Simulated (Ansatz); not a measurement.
# F− with Br₂: structure and interaction energy

How do F− and Br₂ sit together, how strongly do they interact, and which methods get it right?

The runs use Ansatz 0.2.0, Gaussian basis; PBE0-D4 structure, single points in def2-TZVPPD.

Levels: PBE-D4, revPBE-D4, BLYP-D4, r2SCAN-D4, B97M-V, PBE0-D4, B3LYP-D4, HSE06-D4, wB97X-V, wB97M-V, B2PLYP, Hartree-Fock, MP2, CCSD, CCSD(T). The reference is CCSD(T) extrapolated to the basis limit. For elements past Ar these valence bases correlate outer-core shells poorly and lack relativity, so that limit is rough.

Cores are frozen in the correlated methods. Filled d shells of the heavier atoms are correlated. B3LYP uses VWN-RPA correlation. B2PLYP carries no dispersion term here.

163 further runs of the same task are left out: 163 set aside as unsound or not needed. Runs told in other sessions of the task aren't counted.

### 1 Starting geometry

The pair, from a GFN2-xTB docking trial: 3 atoms, charge -1, spin multiplicity 1.

Atoms are counted from 1 here; the program's logs count them from 0.

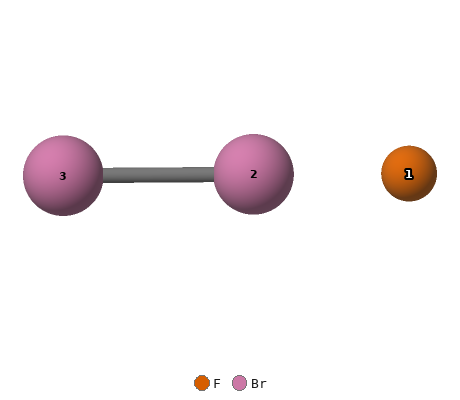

The starting geometry (fluorine orange, bromine pink); atoms are numbered from 1 in the order of the file.

As a file:

```xyz
3
Br2F
F     0.0007    0.0098   -2.2070
Br    0.0002    0.0026   -0.1526
Br   -0.0009   -0.0125    2.3595
```

Atoms 1 to 1 are fragment A (F−), the rest fragment B (Br₂).

### 2 A first relaxation in a small basis

Contents of pre/in.yaml:

```yaml
crystal:
  periodic: [false, false, false]
  atoms:
    - {symbol: F, position_ang: [0.000700, 0.009800, -2.207000]}
    - {symbol: Br, position_ang: [0.000200, 0.002600, -0.152600]}
    - {symbol: Br, position_ang: [-0.000900, -0.012500, 2.359500]}
basis:
  gaussian: {orbitals: def2-SVPD}
total_charge: -1
hamiltonian: {xc: pbe, dispersion: d4}
relax: {f_tol: 0.03, max_steps: 250}
```

Started as:

```
$ ansatz run in.yaml --threads 4 --pin off --events-out ev --progress --plain --max-ram 9574MiB
```

Further steps of the session: Relaxation at PBE0-D4; wB97X-V/def2-TZVPPD; wB97M-V/def2-TZVPPD; B2PLYP/def2-TZVPPD; B97M-V/def2-TZVPPD; CCSD(T)/def2-TZVPPD; MP2/def2-QZVPPD; Hartree-Fock/STO-3G; SPW92/def2-SVP; wB97M-V/def2-SVP; CCSD(T)/def2-SVP; Vibrations of the pair.

**Question.** What will these runs give? Wanted: interaction energy, CCSD(T)/CBS; of it Hartree-Fock; D4 term of PBE0-D4; shortest contact; lowest wavenumber.

As calculated:

| quantity | value |
| --- | --- |
| interaction energy, CCSD(T)/CBS | -2450 meV |
| of it Hartree-Fock (basis limit) | -2328 meV |
| D4 term of PBE0-D4 | -19 meV |
| shortest contact | F1–Br2 1.96 Å |
| lowest wavenumber | 158 cm⁻¹ |

The pair is bound by 2450 meV at fixed fragment shapes. Hartree-Fock gives 95 % of it, so electrostatics, induction and charge transfer lead. The functionals run from B2PLYP, off by -10 meV, to r2SCAN-D4, off by -370 meV, against CCSD(T)/CBS. By rung, the mean size of the error is: GGA 113, meta-GGA 311, hybrid 158, screened hybrid 272, range-separated hybrid 95, double hybrid 10 meV. The double hybrids carry no dispersion term here, unlike the levels marked D4 or V. PBE-D4 gives an interaction energy 228 meV too low, an error of 9 % of the reference. CCSD(T) moves by -181 meV from triple zeta to the limit; gaps between functionals far smaller than that don't rank them. A lower arrangement may exist. The restricted Hartree–Fock reference is unstable towards an unrestricted one at one or more of these structures.
